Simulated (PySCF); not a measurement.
SMILES N#Cc1cc[c]([GeH3])s1 (C5H5GeNS) at its GFN2-xTB optimised geometry (Å):

```
13

N     -2.2531    -3.4091    -0.0006
C     -1.5578    -2.4957    -0.0003
C     -0.7085    -1.3877     0.0000
C      0.6644    -1.3877     0.0000
C      1.1973    -0.0906     0.0000
C      0.2467     0.8940     0.0000
Ge     0.4887     2.8144    -0.0011
S     -1.3427     0.2290    -0.0002
H      1.2511    -2.2895     0.0001
H      2.2531     0.1230     0.0002
H     -0.1372     3.4059    -1.2187
H     -0.1546     3.4091     1.2054
H      1.9520     3.0948     0.0087
```

Method: B3LYP/def2-TZVP (PySCF 2.14.0). Cells within 0.4 Å of a nucleus heavier than hydrogen are left out (blank, or x).

Map of the electrostatic potential (hartree/e), clipped to [-0.08, 0.12] on the plane z = 0.0 Å:

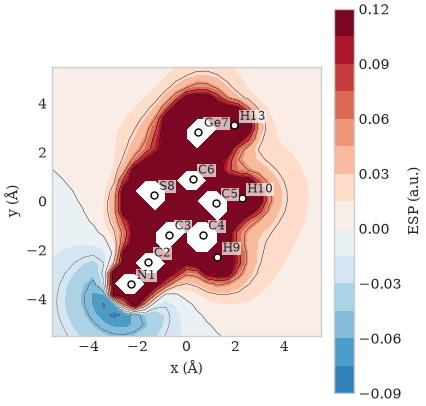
Figure. Electrostatic potential (hartree/e), clipped to [-0.08, 0.12] on the plane z = 0.0 Å.
